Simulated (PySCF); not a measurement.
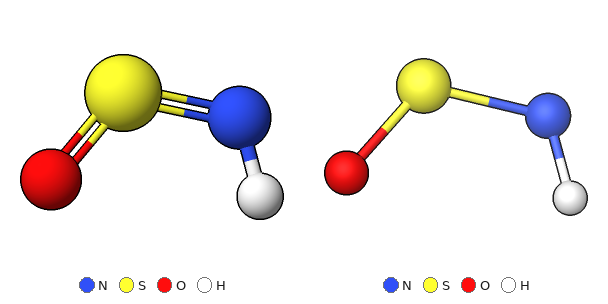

Two views of one molecule.

The geometry was computed by an optimisation with PBE0-D3(BJ)/def2-SVP. No frequency run is at hand to confirm it as a minimum.

Question: What is the molecular formula?

Answer: HNOS, 4 atoms: 1 hydrogen, 1 nitrogen, 1 oxygen and 1 sulfur.

Question: How many sets of symmetry-equivalent atoms are there?

Answer: 4: 1 N, 1 S, 1 O, 1 H.

The parts below concern this one geometry. Atoms keep their numbers from picture to picture.

Geometry

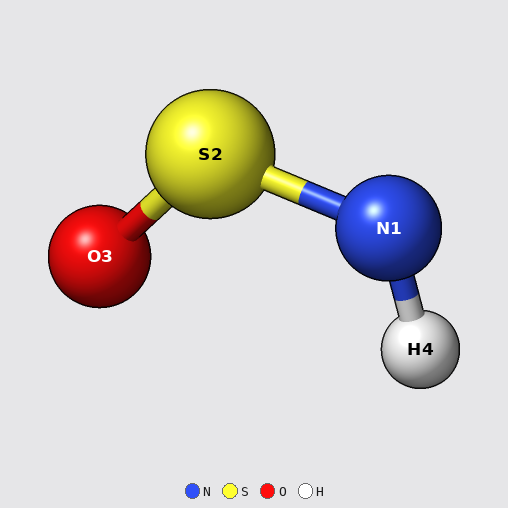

Atoms carry their numbers in the input. No frequency run is at hand to confirm it as a minimum.

Question: How are the neighbours of atom 1 arranged?

Answer: N1 has 2 neighbours (S2 at 1.52, H4 at 1.03 Å); the arrangement is bent.

Question: Describe the coordination of atom 2.

Answer: S2 has 2 neighbours (N1 at 1.52, O3 at 1.47 Å); the arrangement is bent.

Quadrupole coupling

No frequency run is at hand to confirm it as a minimum. Electric field gradients from the ground-state density, B3LYP/6-31G* (PySCF 2.14.0), non-relativistic apart from any core potentials.

Give the largest field-gradient component, the quadrupole coupling constant and the asymmetry for 14N at N1 (Q = 20.44 mb), 33S at S2 (Q = −67.81 mb), 17O at O3 (Q = −25.6 mb), 2H at H4 (Q = 2.86 mb).

```
atom  V_zz (a.u.)  e²qQ/h (MHz)     η
  N1       −0.610         −2.93  0.07
  S2       −1.570          25.0  0.16
  O3       −1.252          7.53  0.47
  H4        0.352         0.237  0.01
```

Electronic properties

No frequency run is at hand to confirm it as a minimum. Level of theory: B3LYP/6-31G*, gas phase (PySCF 2.14.0).

Computed properties:

- dipole moment: 0.76 D
- HOMO energy (Kohn–Sham orbital): −8.32 eV
- LUMO energy (Kohn–Sham orbital): −2.75 eV
- HOMO–LUMO gap: 5.56 eV

Spin–spin coupling

No frequency run is at hand to confirm it as a minimum. Method: B3LYP/cc-pVTZ indirect spin-spin coupling, non-relativistic, gas phase (PySCF 2.14.0). Isotopes: 1H, 15N, 17O, 33S.

Give the spin–spin coupling constants of these pairs, with the number of bonds between them: N1/H4, N1/S2, S2/O3, N1/O3, S2/H4, O3/H4.

| pair | bonds apart | J (Hz) |
| --- | --- | --- |
| N1, H4 | 1 | −44.2 |
| N1, S2 | 1 | 26.4 |
| S2, O3 | 1 | 57.4 |
| N1, O3 | 2 | −4.4 |
| S2, H4 | 2 | −4.1 |
| O3, H4 | 3 | 1.7 |
